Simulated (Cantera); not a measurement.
Input: 1 mol Fe, 0.078 mol CO2, 1.4 mol H2, at 2000 K.

Cantera equilibrium calculation (NASA polynomials, part measured and part estimated; ideal gas, pure solids and liquids). Candidate condensed phases: C, C6H6, C7H8, C8H18, Fe, Fe(CO)5, FeO, Fe(OH)2, Fe(OH)3, Fe2O3, Fe3O4, H2O; 114 gas species. The numbers say what is thermodynamically allowed, not how fast it happens.

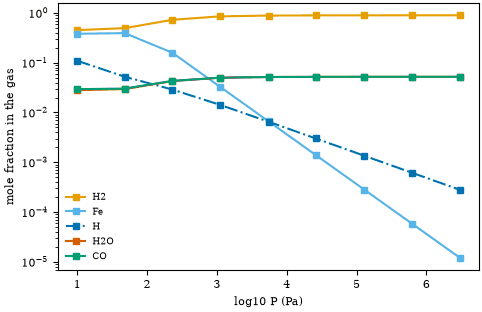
Fig. 1. Equilibrium gas composition (values under 1e-9 drawn at 1e-9)

From 0.000100 bar to 0.000480 bar nothing is condensed. From 0.00230 bar to 30.0 bar the condensed part is Fe(l). The main Fe-bearing gas is Fe throughout.
